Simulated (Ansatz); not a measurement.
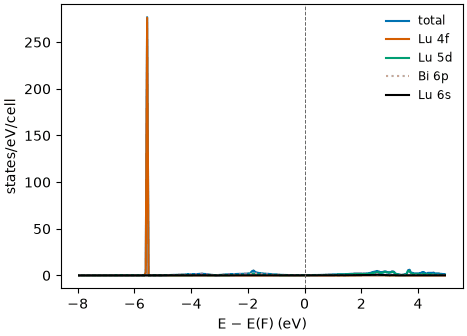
Fig. 1. Total and projected density of states of LuBi (rock salt, Fm-3m), PBEsol (plane waves, PAW; program Ansatz)

Q: Which orbitals carry the states next to the Fermi level?

A: Within 0.5 eV of the Fermi level: Lu 5d 61 %, Bi 6p 34 %. Projections are on Löwdin-orthogonalised atomic valence shells; empty p or d shells of many metals are not among them.

Q: Where is the tallest occupied peak in this window, and what makes it?

A: Near -5.5 eV, about 280 states/eV per cell; the largest projected share is Lu 4f.

The workflow started from a Materials Project entry (that database holds measured and hypothetical structures alike); the Crystallography Open Database copy checked does not list it. With Lu and Bi taken as one species the cell has the higher symmetry Pm-3m, so it may be an ordered model of a mixed-site phase. Its standing as an ambient phase is unchecked. The cell was relaxed with PBEsol under the symmetry of its start; of distortions, only those at the zone centre were tested. Scalar-relativistic: spin–orbit coupling is off unless named, which matters more the heavier the elements.

Potentials: the later of the program's two PAW sets.
